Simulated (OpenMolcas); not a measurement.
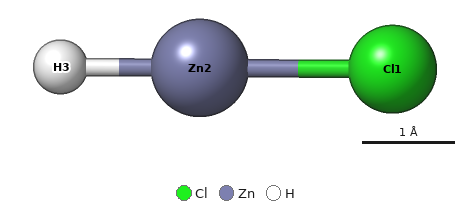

The structure (ball-and-stick view, seen on its broad side; atoms are numbered from 1 in the order of the input). Sticks mark near contacts. Bond lengths as drawn: Cl–Zn 2.10 Å and H–Zn 1.52 Å.

## Run report: ZnHCl, single-point calculation (part 1 of 2)

System: ZnHCl, SMILES [Cl][ZnH].
Method: CASPT2/def2-TZVP (OpenMolcas 26.06).

The geometry comes from this level: PBE0-D4/def2-TZVP.

**The program's output**
```
--- Start Module: gateway ---

                                              &GATEWAY

                       available to each process: 1.9 GB of memory, 1 thread

++    Symmetry information:
      ---------------------

                    Character Table for C1

                             E
                    a        1  x, y, xy, Rz, z, xz, Ry, yz, Rx, I
--

++    Basis set information:
      ----------------------

      Basis set label: CL.DEF2-TZVP.........

      Electronic valence basis set:
      ------------------
      Associated Effective Charge  17.000000 au
      Associated Actual Charge     17.000000 au
      Nuclear Model: Point charge

      Shell  nPrim  nBasis  Cartesian Spherical Contaminant
         s      14       5        X
         p       9       5        X
         d       3       2                 X
         f       1       1                 X

      Basis set label: ZN.DEF2-TZVP.........

      Electronic valence basis set:
      ------------------
      Associated Effective Charge  30.000000 au
      Associated Actual Charge     30.000000 au
      Nuclear Model: Point charge

      Shell  nPrim  nBasis  Cartesian Spherical Contaminant
         s      17       6        X
         p      12       5        X
         d       7       4                 X
         f       1       1                 X

      Basis set label: H.DEF2-TZVP.........

      Electronic valence basis set:
      ------------------
      Associated Effective Charge   1.000000 au
      Associated Actual Charge      1.000000 au
      Nuclear Model: Point charge

      Shell  nPrim  nBasis  Cartesian Spherical Contaminant
         s       5       3        X
         p       1       1        X
--

++    Molecular structure info:
      -------------------------

                    ************************************************
                    **** Cartesian Coordinates / bohr, angstrom ****
                    ************************************************

     Center  Label                x              y              z                     x              y              z
        1      CL1              3.064380      -1.121175       1.541450              1.621600      -0.593300       0.815700
        2      ZN2             -0.319175       0.068597      -0.165918             -0.168900       0.036300      -0.087800
        3      H3              -2.765803       0.930312      -1.400476             -1.463600       0.492300      -0.741100

                    ***************************************
                    *    InterNuclear Distances / bohr    *
                    ***************************************

               1 CL1           2 ZN2           3 H3
    1 CL1      0.000000
    2 ZN2      3.972292        0.000000
    3 H3       6.845039        2.872747        0.000000

                    *******************************************
                    *    InterNuclear Distances / angstrom    *
                    *******************************************

               1 CL1           2 ZN2           3 H3
    1 CL1      0.000000
    2 ZN2      2.102046        0.000000
    3 H3       3.622239        1.520192        0.000000
--

            Nuclear Potential Energy            141.31587457 au

--- Stop Module: gateway /rc=_RC_ALL_IS_WELL_ ---
--- Module gateway spent 1 second ---

--- Start Module: seward ---

                                              &SEWARD

                       available to each process: 1.9 GB of memory, 1 thread

               SEWARD will generate:
                  Multipole Moment integrals up to order  2
                  Kinetic Energy integrals
                  Nuclear Attraction integrals (point charge)
                  One-Electron Hamiltonian integrals
                  Velocity integrals
                  Orbital angular momentum around (  0.8404  -0.3392   0.4192 )
                  Velocity quadrupole around (  0.8404  -0.3392   0.4192 )
                  RI decomposed two-electron repulsion integrals stored Cholesky style
                   - acCD auxiliary basis
                   - CD Threshold:   1.00E-04

                   Integrals are discarded if absolute value <: 1.00E-14
                   Integral cutoff threshold is set to       <: 1.00E-16

            Nuclear Potential Energy            141.31587457 au

      Basis set specifications :
      Symmetry species         a
      Basis functions           91

--- Stop Module: seward /rc=_RC_ALL_IS_WELL_ ---
--- Module seward spent 1 second ---

--- Start Module: rasscf ---

                                              &RASSCF

                       available to each process: 1.9 GB of memory, 1 thread

      Header of the ONEINT file:
      --------------------------

      OrdInt status: non-squared

      Cartesian coordinates in angstrom:
      -----------------------------------------------------
      No.  Label        X            Y            Z
      -----------------------------------------------------
       1   CL1        1.62160000  -0.59330000   0.81570000
       2   ZN2       -0.16890000   0.03630000  -0.08780000
       3   H3        -1.46360000   0.49230000  -0.74110000
      -----------------------------------------------------
      Nuclear repulsion energy =  141.31587457

++    Wave function specifications:
      -----------------------------

      Number of closed shell electrons          44
      Number of electrons in active shells       4
      Max number of holes in RAS1 space          0
      Max nr of electrons in RAS3 space          0
      Number of inactive orbitals               22
      Number of active orbitals                  4
      Number of secondary orbitals              65
      Spin quantum number                      0.0
      State symmetry                             1
--

++    Orbital specifications:
      -----------------------

      Symmetry species                           1
                                                 a
      Frozen orbitals                            0
      Inactive orbitals                         22
      Active orbitals                            4
      RAS1 orbitals                              0
      RAS2 orbitals                              4
      RAS3 orbitals                              0
      Secondary orbitals                        65
      Deleted orbitals                           0
      Number of basis functions                 91
--

++    CI expansion specifications:
      ----------------------------

      Number of CSFs                            20
      Number of spin combinations               21
      Number of determinants                    36
      Number of root(s) required                 1
      Root chosen for geometry opt.              1
      CI root used                               1

      highest root included in the CI            1
      max. size of the explicit Hamiltonian     20
--

++    Optimization specifications:
      ----------------------------

      RASSCF algorithm: LK RI/DF
      Maximum number of macro iterations       200
      Maximum number of SX iterations          100
      Threshold for RASSCF energy            1.000E-08
      Threshold for max MO rotation          1.000E-01
      Threshold for max BLB element          1.000E-04
      Level shift parameter                  5.000E-01
      Make Quasi-Newton update
--

      The MO-coefficients are taken from the file:
      step2.RasOrb
      Title: RASSCF average (pseudo-natural) orbitals

      Total molecular charge    0.00

      ************************************************************************************************************************
      *                                            Wave function control section                                             *
      ************************************************************************************************************************

                                         RASSCF iterations: Energy and convergence statistics
                                         ----------------------------------------------------

          iter iter root      energy       change     param      element    value   shift minimum  type update hh:mm:ss
 Nr of preliminary CI iterations:   1
      Total energies have been shifted. Add                -2000.00 au
        1   1    4    1  -237.96890450    0.00E+00   3.74E-05   22  45 1  1.38E-06   0.00   0.00    SX    NO    0:00:00
        2   1    3    1  -237.96890450   -2.26E-10   1.85E-05   23  70 1  7.97E-07   0.00   0.00    SX    NO    0:00:00
        3   1    3    1  -237.96890450   -5.82E-11   9.09E-06   16  76 1  6.82E-07   0.00   0.00    SX    NO    0:00:00
        4   1    3    1  -237.96890450   -4.23E-11  -6.09E-06   17  77 1  7.36E-07   0.00   0.00    SX    NO    0:00:00
      Convergence after  4 iterations
        5   1    3    1  -237.96890450   -8.19E-12  -6.09E-06   16  76 1  8.33E-07   0.00   0.00    SX    NO    0:00:00

      ************************************************************************************************************************
                                                      Wave function printout:
                       occupation of active orbitals, and spin coupling of open shells (u,d: Spin up or down)
      ************************************************************************************************************************

      Note: transformation to natural orbitals
      has been made, which may change the order of the CSFs.

      printout of CI-coefficients larger than  0.20 for root  1
      energy=   -2237.968904
      conf/sym  1111     Coeff  Weight
             1  2200  -0.99021 0.98052

      Natural orbitals and occupation numbers for root  1
      sym 1:   1.972746   1.988152   0.028261   0.010841

      ************************************************************************************************************************
      *                                                    Final results                                                     *
      ************************************************************************************************************************

++    Final optimization conditions:
      ------------------------------

      Average CI energy                           -2237.96890450
      RASSCF energy for state  1                  -2237.96890450
      Super-CI energy                                -0.00000000
      RASSCF energy change                           -0.00000000
      Max change in MO coefficients               1.224E-05
      Max non-diagonal density matrix element    -6.086E-06
      Maximum BLB matrix element                  8.331E-07
      (orbital pair  16,  76 in symmetry   1)
      Norm of electronic gradient            3.096E-06
--

      Final state energy(ies):
      ------------------------

::    RASSCF root number  1 Total energy:  -2237.96890450

++    Molecular orbitals:
      -------------------

      Pseudonatural active orbitals and approximate occupation numbers

      MOLECULAR ORBITALS FOR SYMMETRY SPECIES 1: a

      INDEX  ENERGY  OCCUPATION COEFFICIENTS ...
          1 -353.3616    2.0000
                38 ZN2    1s     ( 0.9976)
          2 -104.7977    2.0000
                 1 CL1    1s     ( 0.9996)
          3  -44.4223    2.0000
                38 ZN2    1s     (-0.3214)  39 ZN2    2s     ( 1.0387)
          4  -38.9874    2.0000
                44 ZN2    2px    (-0.5163)  49 ZN2    2py    (-0.3934)  54 ZN2    2pz    ( 0.7487)
          5  -38.9874    2.0000
                49 ZN2    2py    ( 0.8596)  54 ZN2    2pz    ( 0.4899)
          6  -38.9837    2.0000
                44 ZN2    2px    ( 0.8440)  49 ZN2    2py    (-0.2970)  54 ZN2    2pz    ( 0.4259)
          7  -10.5254    2.0000
                 1 CL1    1s     (-0.2927)   2 CL1    2s     (-0.2263)   3 CL1    3s     ( 0.8308)
          8   -7.9927    2.0000
                 6 CL1    2px    (-0.2552)   7 CL1    3px    (-0.1265)  11 CL1    2py    (-0.6592)  12 CL1    3py    (-0.3268)

          9   -7.9927    2.0000
                 6 CL1    2px    (-0.2679)   7 CL1    3px    (-0.1328)  11 CL1    2py    ( 0.1548)  16 CL1    2pz    ( 0.6378)
                17 CL1    3pz    ( 0.3161)
         10   -7.9902    2.0000
                 6 CL1    2px    ( 0.6071)   7 CL1    3px    ( 0.3012)  11 CL1    2py    (-0.2105)  12 CL1    3py    (-0.1045)
                16 CL1    2pz    ( 0.3061)  17 CL1    3pz    ( 0.1519)
         11   -5.6992    2.0000
                38 ZN2    1s     ( 0.1204)  39 ZN2    2s     (-0.4681)  40 ZN2    3s     ( 0.6360)  41 ZN2    4s     ( 0.4744)

         12   -3.9039    2.0000
                44 ZN2    2px    (-0.1317)  45 ZN2    3px    ( 0.2982)  49 ZN2    2py    ( 0.1181)  50 ZN2    3py    (-0.2675)
                54 ZN2    2pz    ( 0.3434)  55 ZN2    3pz    (-0.7776)  56 ZN2    *pz    (-0.2341)
         13   -3.9039    2.0000
                44 ZN2    2px    ( 0.1537)  45 ZN2    3px    (-0.3481)  46 ZN2    *px    (-0.1048)  49 ZN2    2py    ( 0.3491)
                50 ZN2    3py    (-0.7905)  51 ZN2    *py    (-0.2380)  55 ZN2    3pz    ( 0.1384)
         14   -3.9030    2.0000
                44 ZN2    2px    (-0.3296)  45 ZN2    3px    ( 0.7472)  46 ZN2    *px    ( 0.2218)  49 ZN2    2py    ( 0.1160)
                50 ZN2    3py    (-0.2631)  54 ZN2    2pz    (-0.1663)  55 ZN2    3pz    ( 0.3771)  56 ZN2    *pz    ( 0.1119)
```
